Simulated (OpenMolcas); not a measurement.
Predicting a hybrid from its neighbours: Si5H12

The species is Si5H12 (17 atoms), meant as a singlet with charge 0. As SMILES, `[SiH3][Si]([SiH3])([SiH3])[SiH3]`. The shape is that of a PBE0-D4/def2-TZVP optimisation.

The vertical ionisation energy (to the doublet cation) y, in eV, basis 6-31G(d); a is the functional's share of exact exchange. Programs: OpenMolcas 26.06.

| functional | program | a | y (eV) |
| --- | --- | --- | --- |
| revPBE | OpenMolcas | 0 | 9.28 |
| BLYP | OpenMolcas | 0 | 9.11 |
| B3LYP | OpenMolcas | 0.2 | 9.47 |
| PBE0 | OpenMolcas | 0.25 | ? |
| BHLYP | OpenMolcas | 0.5 | 9.68 |

Problem. Fit y = c + s·a to the known rows and predict PBE0.

Solution. 
1. Means of the 4 rows: a = 0.1750, y = 9.385.
2. Σ(Δa)² = 0.1675, Σ(Δa·Δy) = 0.1645, so the slope is 0.1645/0.1675 = 0.98209.
3. Intercept: 9.385 − (0.98209) × 0.1750 = 9.213. The largest residual of the fit is 0.10.
4. PBE0: 9.213 + (0.98209) × 0.25 = 9.46 eV.

The run gave 9.54 eV, so the prediction is off by -0.08 eV, within the largest residual. The rows mix families of semi-local functionals, which the line can't see.

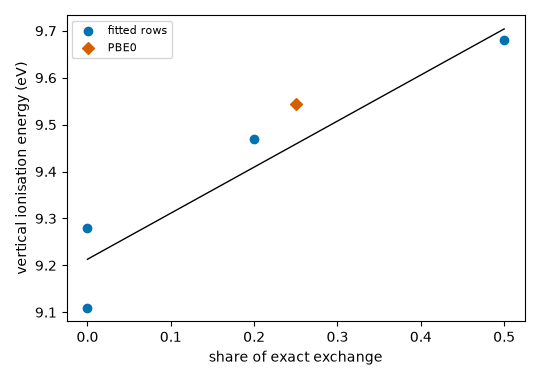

The fitted line, with the withheld row.
